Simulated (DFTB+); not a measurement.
## Geometry relaxation of TiH3O3F (part 2 of 3)

Continued. System: TiH3O3F, SMILES [OH][Ti]([OH])([OH])[F]. Method: GFN1-xTB, R-SCC, dispersion built in (DFTB+ 25.1). The geometry comes from this level: GFN2-xTB. The settings are looser than a standard set-up, so the numbers are not reference values.

Geometry of the input (Å):
```
O  -0.7113  1.3311  0.6396
Ti 0.1018  0.1340  -0.2831
O  1.4806  -0.4239  0.5672
O  -0.9667  -1.1684  -0.6004
F  0.6055  0.8313  -1.7859
H  -1.6149  1.5875  0.8393
H  2.0774  -0.1640  1.2724
H  -0.9726  -2.1277  -0.6491
```

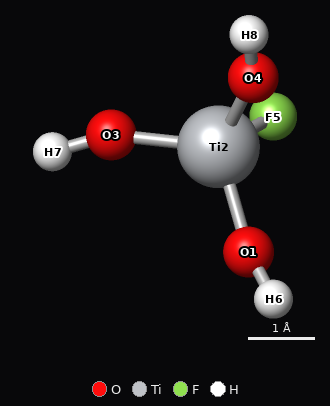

**Figure 1.** The geometry at step 9 of the log (ball-and-stick view, seen at an oblique angle; atoms are numbered from 1 in the order of the input).

### Output, continued
```
--------------------------------------------------------------------------------

***  Geometry step: 12

 iSCC Total electronic   Diff electronic      SCC error
    1   -0.22397273E+02    0.00000000E+00    0.38769981E-02
    2   -0.22397276E+02    0.82927075E-03    0.15604868E-02
    3   -0.22397276E+02   -0.28523350E-05    0.66666789E-03
    4   -0.22397276E+02   -0.50825933E-06    0.16765875E-03
    5   -0.22397276E+02   -0.10984678E-06    0.80921553E-04
    6   -0.22397276E+02   -0.33273722E-08    0.11219986E-04
    7   -0.22397276E+02   -0.32840219E-09    0.14950240E-05
    8   -0.22397276E+02   -0.21127988E-10    0.40003517E-06
    9   -0.22397276E+02   -0.72830630E-12    0.18664145E-07
   10   -0.22397276E+02   -0.35527137E-13    0.87063446E-08

Total Energy:                      -22.2872607626 H         -606.4672 eV
Extrapolated to 0K:                -22.2872607626 H         -606.4672 eV
Total Mermin free energy:          -22.2872607626 H         -606.4672 eV
Force related energy:              -22.2872607626 H         -606.4672 eV

total energy  -2.2287261E+01 H       energy change -1.1642026E-04 H
gradient norm  8.9293277E-03 H/a0    max. gradient  3.4537724E-03 H/a0
step length    3.1823524E-02 a0      max. step      1.3628620E-02 a0

--------------------------------------------------------------------------------

***  Geometry step: 13

 iSCC Total electronic   Diff electronic      SCC error
    1   -0.22397258E+02    0.00000000E+00    0.47944894E-02
    2   -0.22397264E+02    0.17922410E-04    0.17472271E-02
    3   -0.22397265E+02   -0.56803174E-05    0.67256960E-03
    4   -0.22397265E+02   -0.10653720E-05    0.44030662E-03
    5   -0.22397265E+02   -0.18430100E-06    0.67236270E-04
    6   -0.22397265E+02   -0.12012492E-07    0.19497794E-04
    7   -0.22397265E+02   -0.30599523E-10    0.50639271E-05
    8   -0.22397265E+02   -0.13106316E-09    0.13307564E-05
    9   -0.22397265E+02   -0.29238834E-11    0.82767428E-07
   10   -0.22397265E+02   -0.75317530E-12    0.44268905E-07
   11   -0.22397265E+02   -0.35527137E-14    0.25066453E-08

Total Energy:                      -22.2873947727 H         -606.4709 eV
Extrapolated to 0K:                -22.2873947727 H         -606.4709 eV
Total Mermin free energy:          -22.2873947727 H         -606.4709 eV
Force related energy:              -22.2873947727 H         -606.4709 eV

total energy  -2.2287395E+01 H       energy change -1.3401000E-04 H
gradient norm  1.0762615E-02 H/a0    max. gradient  4.9878786E-03 H/a0
step length    3.9993652E-02 a0      max. step      1.6455135E-02 a0

--------------------------------------------------------------------------------

***  Geometry step: 14

 iSCC Total electronic   Diff electronic      SCC error
    1   -0.22398286E+02    0.00000000E+00    0.42841990E-02
    2   -0.22398291E+02   -0.10202016E-02    0.23938505E-02
    3   -0.22398292E+02   -0.58437748E-05    0.89920480E-03
    4   -0.22398293E+02   -0.10522755E-05    0.72215199E-03
    5   -0.22398293E+02   -0.22144754E-06    0.10152832E-03
    6   -0.22398293E+02   -0.24668008E-07    0.20566451E-04
    7   -0.22398293E+02   -0.79225515E-11    0.76177927E-05
    8   -0.22398293E+02   -0.13350032E-09    0.23165759E-05
    9   -0.22398293E+02   -0.66577854E-11    0.12236472E-06
   10   -0.22398293E+02   -0.18367530E-11    0.41589636E-07
   11   -0.22398293E+02    0.00000000E+00    0.28853833E-08

Total Energy:                      -22.2875504173 H         -606.4751 eV
Extrapolated to 0K:                -22.2875504173 H         -606.4751 eV
Total Mermin free energy:          -22.2875504173 H         -606.4751 eV
Force related energy:              -22.2875504173 H         -606.4751 eV

total energy  -2.2287550E+01 H       energy change -1.5564464E-04 H
gradient norm  1.2676955E-02 H/a0    max. gradient  5.4028985E-03 H/a0
step length    6.0219687E-02 a0      max. step      2.2184639E-02 a0

--------------------------------------------------------------------------------

***  Geometry step: 15

 iSCC Total electronic   Diff electronic      SCC error
    1   -0.22400179E+02    0.00000000E+00    0.30798918E-02
    2   -0.22400184E+02   -0.18862003E-02    0.25089625E-02
    3   -0.22400184E+02   -0.46208762E-05    0.13111435E-02
    4   -0.22400184E+02   -0.77287924E-06    0.69469631E-03
    5   -0.22400185E+02   -0.18832453E-06    0.15121877E-03
    6   -0.22400185E+02   -0.21114346E-07    0.16529128E-04
    7   -0.22400185E+02   -0.10965344E-08    0.84259577E-05
    8   -0.22400185E+02   -0.94754427E-10    0.19655386E-05
    9   -0.22400185E+02   -0.82422957E-11    0.13678804E-06
   10   -0.22400185E+02   -0.15276669E-11    0.12806865E-07
   11   -0.22400185E+02    0.71054274E-14    0.80426970E-08

Total Energy:                      -22.2877519141 H         -606.4806 eV
Extrapolated to 0K:                -22.2877519141 H         -606.4806 eV
Total Mermin free energy:          -22.2877519141 H         -606.4806 eV
Force related energy:              -22.2877519141 H         -606.4806 eV

total energy  -2.2287752E+01 H       energy change -2.0149681E-04 H
gradient norm  1.2859288E-02 H/a0    max. gradient  5.6430415E-03 H/a0
step length    9.6684491E-02 a0      max. step      3.6562729E-02 a0

--------------------------------------------------------------------------------

***  Geometry step: 16

 iSCC Total electronic   Diff electronic      SCC error
    1   -0.22401923E+02    0.00000000E+00    0.15172423E-02
    2   -0.22401925E+02   -0.17387788E-02    0.10203978E-02
    3   -0.22401925E+02   -0.14073426E-05    0.65405857E-03
    4   -0.22401925E+02   -0.24472221E-06    0.20444251E-03
    5   -0.22401925E+02    0.40462922E-08    0.79625719E-04
    6   -0.22401925E+02   -0.13122911E-07    0.19399989E-05
    7   -0.22401925E+02   -0.26364333E-09    0.81777280E-06
    8   -0.22401925E+02   -0.32471803E-11    0.28208489E-06
    9   -0.22401925E+02   -0.49737992E-12    0.25598642E-07
   10   -0.22401925E+02    0.00000000E+00    0.51417306E-08

Total Energy:                      -22.2879808803 H         -606.4868 eV
Extrapolated to 0K:                -22.2879808803 H         -606.4868 eV
Total Mermin free energy:          -22.2879808803 H         -606.4868 eV
Force related energy:              -22.2879808803 H         -606.4868 eV

total energy  -2.2287981E+01 H       energy change -2.2896621E-04 H
gradient norm  1.0463379E-02 H/a0    max. gradient  4.5644035E-03 H/a0
step length    1.2749285E-01 a0      max. step      4.9338453E-02 a0

--------------------------------------------------------------------------------

***  Geometry step: 17

 iSCC Total electronic   Diff electronic      SCC error
    1   -0.22403146E+02    0.00000000E+00    0.25901221E-02
    2   -0.22403147E+02   -0.12207320E-02    0.12863667E-02
    3   -0.22403147E+02   -0.11517365E-05    0.10033273E-02
    4   -0.22403147E+02   -0.12620724E-06    0.32893597E-03
    5   -0.22403147E+02   -0.11407710E-06    0.21494741E-03
    6   -0.22403147E+02   -0.25329662E-07    0.72527228E-05
    7   -0.22403147E+02   -0.23356499E-08    0.34356590E-05
    8   -0.22403147E+02   -0.45936588E-11    0.74210282E-06
    9   -0.22403147E+02   -0.12789769E-11    0.65485207E-07
   10   -0.22403147E+02   -0.15276669E-12    0.83931035E-08

Total Energy:                      -22.2881876190 H         -606.4924 eV
Extrapolated to 0K:                -22.2881876190 H         -606.4924 eV
Total Mermin free energy:          -22.2881876190 H         -606.4924 eV
Force related energy:              -22.2881876190 H         -606.4924 eV

total energy  -2.2288188E+01 H       energy change -2.0673866E-04 H
gradient norm  5.4730918E-03 H/a0    max. gradient  2.2310547E-03 H/a0
step length    1.4278428E-01 a0      max. step      5.5002460E-02 a0

Geometry converged

--------------------------------------------------------------------------------
--------------------------------------------------------------------------------
Pre-SCC initialisation                 +       0.01 ( 12.3%)       0.01 (  2.7%)
SCC                                    +       0.06 ( 64.6%)       0.26 ( 88.4%)
Post-SCC processing                    +       0.02 ( 22.6%)       0.02 (  8.2%)
--------------------------------------------------------------------------------
Missing                                +       0.00 (  0.5%)       0.00 (  0.7%)
Total                                  =       0.10 (100.0%)       0.29 (100.0%)
--------------------------------------------------------------------------------
```

### File detailed.out
```
Fermi distribution function

Geometry optimization step: 17

********************************************************************************
 iSCC Total electronic   Diff electronic      SCC error
   10   -0.22403147E+02   -0.15276669E-12    0.83931035E-08
********************************************************************************

 Total charge:    -0.00000000

 Atomic gross charges (e)
 Atom           Charge
    1      -0.60621721
    2       1.02774894
    3      -0.60571372
    4      -0.60597811
    5      -0.35722392
    6       0.38220696
    7       0.38267021
    8       0.38250685

Nr. of electrons (up):     32.00000000
Atom populations (up)
 Atom       Population
    1       6.60621721
    2       2.97225106
    3       6.60571372
    4       6.60597811
    5       7.35722392
    6       0.61779304
    7       0.61732979
    8       0.61749315

l-shell populations (up)
 Atom Sh.   l       Population
    1   1   0       1.55900628
    1   2   1       5.04721093
    2   1   2       1.08994306
    2   2   0       0.83352986
    2   3   1       1.04877814
    3   1   0       1.55874109
    3   2   1       5.04697263
    4   1   0       1.55907172
    4   2   1       5.04690639
    5   1   0       1.73692914
    5   2   1       5.62029478
    6   1   0       0.59188832
    6   2   0       0.02590472
    7   1   0       0.59147167
    7   2   0       0.02585812
    8   1   0       0.59162770
    8   2   0       0.02586545

Orbital populations (up)
 Atom Sh.   l   m       Population  Label
    1   1   0   0       1.55900628  s
    1   2   1  -1       1.66571070  p_y
    1   2   1   0       1.74135086  p_z
    1   2   1   1       1.64014937  p_x
    2   1   2  -2       0.21910242  d_xy
    2   1   2  -1       0.21351583  d_yz
    2   1   2   0       0.21625166  d_z2
    2   1   2   1       0.22509367  d_xz
    2   1   2   2       0.21597948  d_x2-y2
    2   2   0   0       0.83352986  s
    2   3   1  -1       0.34759217  p_y
    2   3   1   0       0.35517645  p_z
    2   3   1   1       0.34600952  p_x
    3   1   0   0       1.55874109  s
    3   2   1  -1       1.82529066  p_y
    3   2   1   0       1.67573546  p_z
    3   2   1   1       1.54594652  p_x
    4   1   0   0       1.55907172  s
    4   2   1  -1       1.48954951  p_y
    4   2   1   0       1.81324052  p_z
    4   2   1   1       1.74411636  p_x
    5   1   0   0       1.73692914  s
    5   2   1  -1       1.88576384  p_y
    5   2   1   0       1.84302761  p_z
    5   2   1   1       1.89150333  p_x
    6   1   0   0       0.59188832  s
    6   2   0   0       0.02590472  s2
    7   1   0   0       0.59147167  s
    7   2   0   0       0.02585812  s2
    8   1   0   0       0.59162770  s
    8   2   0   0       0.02586545  s2

Fermi level:                        -0.3979508027 H          -10.8288 eV
Band energy:                       -19.1950093184 H         -522.3228 eV
TS:                                  0.0000000000 H            0.0000 eV
Band free energy (E-TS):           -19.1950093184 H         -522.3228 eV
Extrapolated E(0K):                -19.1950093184 H         -522.3228 eV
Input / Output electrons (q):     32.0000000000     32.0000000000

Energy H0:                         -22.6132812417 H         -615.3387 eV
Energy SCC:                          0.2101341459 H            5.7180 eV
Total Electronic energy:           -22.4031470958 H         -609.6206 eV
Repulsive energy:                    0.1169079011 H            3.1812 eV
Halogen correction energy:           0.0000000000 H            0.0000 eV
Total energy:                      -22.2881876190 H         -606.4924 eV
Extrapolated to 0:                 -22.2881876190 H         -606.4924 eV
Total Mermin free energy:          -22.2881876190 H         -606.4924 eV
Force related energy:              -22.2881876190 H         -606.4924 eV

Non-constrained calculation

SCC converged

Full geometry written in geo_end.{xyz|gen}

Total Forces
    1     -0.001722942240      0.001303934317      0.001043023637
    2     -0.000801760809      0.000994292252     -0.000416975006
    3      0.001871007583     -0.000296604208      0.001540245566
    4     -0.000875837641     -0.002231054721     -0.000359085677
    5     -0.000404781614     -0.000511013493      0.001021283474
    6      0.001706171342     -0.000829608266     -0.001361421245
    7     -0.000396408825      0.000249129154     -0.001055337175
    8      0.000624552205      0.001320924965     -0.000411733574

Maximal derivative component:        0.223105E-02 au

Dipole moment:   -0.44882107   -0.61411197    1.29013097 au
Dipole moment:   -1.14078947   -1.56091706    3.27918610 Debye

Geometry converged
```

### Trajectory as extended XYZ (Å, eV, eV/Å), 18 frames, from step=0 to step=17
```
8
Properties=species:S:1:pos:R:3 step=0 energy=-606.36471
O    -0.7113    1.3311    0.6396
Ti    0.1018    0.1340   -0.2831
O     1.4806   -0.4239    0.5672
O    -0.9667   -1.1684   -0.6004
F     0.6055    0.8313   -1.7859
H    -1.6149    1.5875    0.8393
H     2.0774   -0.1640    1.2724
H    -0.9726   -2.1277   -0.6491
8
Properties=species:S:1:pos:R:3 step=1 energy=-606.37255
O    -0.7131    1.3304    0.6378
Ti    0.1028    0.1357   -0.2863
O     1.4809   -0.4215    0.5676
O    -0.9645   -1.1699   -0.6009
F     0.6035    0.8284   -1.7798
H    -1.6133    1.5883    0.8398
H     2.0774   -0.1653    1.2713
H    -0.9738   -2.1261   -0.6494
8
Properties=species:S:1:pos:R:3 step=2 energy=-606.38635
O    -0.7177    1.3259    0.6288
Ti    0.1057    0.1403   -0.2959
O     1.4795   -0.4116    0.5663
O    -0.9543   -1.1709   -0.6031
F     0.5959    0.8178   -1.7571
H    -1.6097    1.5928    0.8427
H     2.0796   -0.1702    1.2694
H    -0.9791   -2.1242   -0.6511
8
Properties=species:S:1:pos:R:3 step=3 energy=-606.38941
O    -0.7187    1.3247    0.6257
Ti    0.1051    0.1395   -0.2943
O     1.4789   -0.4083    0.5653
O    -0.9509   -1.1706   -0.6041
F     0.5950    0.8165   -1.7542
H    -1.6093    1.5947    0.8440
H     2.0809   -0.1718    1.2693
H    -0.9810   -2.1245   -0.6517
8
Properties=species:S:1:pos:R:3 step=4 energy=-606.39983
O    -0.7266    1.3192    0.6087
Ti    0.1012    0.1328   -0.2814
O     1.4781   -0.3899    0.5617
O    -0.9329   -1.1719   -0.6102
F     0.5912    0.8109   -1.7427
H    -1.6068    1.6061    0.8514
H     2.0884   -0.1812    1.2681
H    -0.9926   -2.1262   -0.6558
8
Properties=species:S:1:pos:R:3 step=5 energy=-606.40357
O    -0.7319    1.3186    0.6025
Ti    0.0997    0.1303   -0.2764
O     1.4799   -0.3821    0.5616
O    -0.9262   -1.1751   -0.6135
F     0.5901    0.8092   -1.7392
H    -1.6058    1.6117    0.8550
H     2.0924   -0.1856    1.2678
H    -0.9981   -2.1272   -0.6579
8
Properties=species:S:1:pos:R:3 step=6 energy=-606.41552
O    -0.7518    1.3191    0.5837
Ti    0.0954    0.1235   -0.2624
O     1.4891   -0.3571    0.5634
O    -0.9060   -1.1893   -0.6252
F     0.5872    0.8046   -1.7301
H    -1.6043    1.6330    0.8682
H     2.1086   -0.2009    1.2683
H    -1.0183   -2.1331   -0.6659
8
Properties=species:S:1:pos:R:3 step=7 energy=-606.43163
O    -0.7836    1.3214    0.5564
Ti    0.0902    0.1155   -0.2459
O     1.5051   -0.3198    0.5677
O    -0.8765   -1.2128   -0.6433
F     0.5832    0.7978   -1.7171
H    -1.6047    1.6683    0.8899
H     2.1372   -0.2245    1.2715
H    -1.0509   -2.1462   -0.6793
8
Properties=species:S:1:pos:R:3 step=8 energy=-606.44508
O    -0.8338    1.3261    0.5193
Ti    0.0841    0.1070   -0.2280
O     1.5309   -0.2655    0.5777
O    -0.8344   -1.2509   -0.6691
F     0.5780    0.7887   -1.6997
H    -1.6065    1.7232    0.9228
H     2.1828   -0.2602    1.2775
H    -1.1012   -2.1688   -0.7007
8
Properties=species:S:1:pos:R:3 step=9 energy=-606.45136
O    -0.8314    1.3279    0.5296
Ti    0.0866    0.1114   -0.2367
O     1.5308   -0.2750    0.5817
O    -0.8434   -1.2513   -0.6641
F     0.5804    0.7921   -1.7069
H    -1.6070    1.7181    0.9185
H     2.1797   -0.2556    1.2773
H    -1.0957   -2.1681   -0.6995
8
Properties=species:S:1:pos:R:3 step=10 energy=-606.45559
O    -0.8369    1.3266    0.5296
Ti    0.0875    0.1137   -0.2409
O     1.5318   -0.2714    0.5861
O    -0.8405   -1.2566   -0.6631
F     0.5810    0.7927   -1.7085
H    -1.6080    1.7250    0.9215
H     2.1862   -0.2588    1.2782
H    -1.1010   -2.1716   -0.7030
8
Properties=species:S:1:pos:R:3 step=11 energy=-606.46409
O    -0.8432    1.3182    0.5358
Ti    0.0906    0.1203   -0.2538
O     1.5261   -0.2699    0.5971
O    -0.8370   -1.2628   -0.6528
F     0.5846    0.7973   -1.7188
H    -1.6103    1.7365    0.9241
H     2.1975   -0.2620    1.2787
H    -1.1082   -2.1778   -0.7101
8
Properties=species:S:1:pos:R:3 step=12 energy=-606.46726
O    -0.8437    1.3121    0.5398
Ti    0.0918    0.1221   -0.2580
O     1.5203   -0.2705    0.6020
O    -0.8356   -1.2631   -0.6456
F     0.5868    0.8004   -1.7257
H    -1.6104    1.7398    0.9233
H     2.2004   -0.2621    1.2773
H    -1.1094   -2.1788   -0.7131
8
Properties=species:S:1:pos:R:3 step=13 energy=-606.47091
O    -0.8474    1.3034    0.5413
Ti    0.0924    0.1222   -0.2592
O     1.5131   -0.2668    0.6082
O    -0.8297   -1.2650   -0.6379
F     0.5887    0.8029   -1.7313
H    -1.6085    1.7459    0.9232
H     2.2045   -0.2642    1.2738
H    -1.1128   -2.1786   -0.7180
8
Properties=species:S:1:pos:R:3 step=14 energy=-606.47514
O    -0.8566    1.2928    0.5391
Ti    0.0921    0.1206   -0.2574
O     1.5062   -0.2565    0.6165
O    -0.8180   -1.2705   -0.6309
F     0.5895    0.8037   -1.7335
H    -1.6039    1.7567    0.9244
H     2.2111   -0.2697    1.2676
H    -1.1200   -2.1771   -0.7256
8
Properties=species:S:1:pos:R:3 step=15 energy=-606.48063
O    -0.8741    1.2799    0.5322
Ti    0.0909    0.1174   -0.2524
O     1.5004   -0.2374    0.6282
O    -0.7986   -1.2821   -0.6249
F     0.5887    0.8023   -1.7313
H    -1.5957    1.7739    0.9275
H     2.2214   -0.2798    1.2581
H    -1.1327   -2.1743   -0.7371
8
Properties=species:S:1:pos:R:3 step=16 energy=-606.48686
O    -0.8991    1.2673    0.5212
Ti    0.0883    0.1135   -0.2450
O     1.4979   -0.2113    0.6424
O    -0.7740   -1.2998   -0.6217
F     0.5863    0.7982   -1.7238
H    -1.5844    1.7962    0.9323
H     2.2351   -0.2937    1.2464
H    -1.1499   -2.1707   -0.7515
8
Properties=species:S:1:pos:R:3 step=17 energy=-606.49248
O    -0.9282    1.2551    0.5091
Ti    0.0847    0.1100   -0.2369
O     1.4973   -0.1823    0.6588
O    -0.7472   -1.3210   -0.6194
F     0.5827    0.7926   -1.7130
H    -1.5706    1.8199    0.9365
H     2.2498   -0.3089    1.2328
H    -1.1683   -2.1656   -0.7676
```

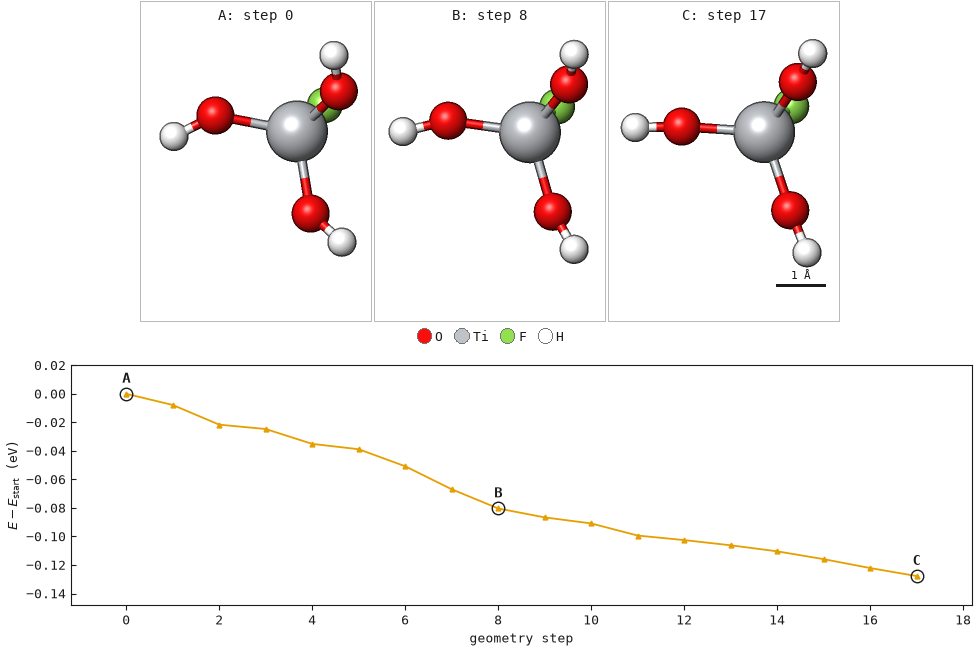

**Figure 2.** Frames of the relaxation (ball-and-stick view, seen at a tilt) above the curves, on which the letters mark them (steps are counted from 0).
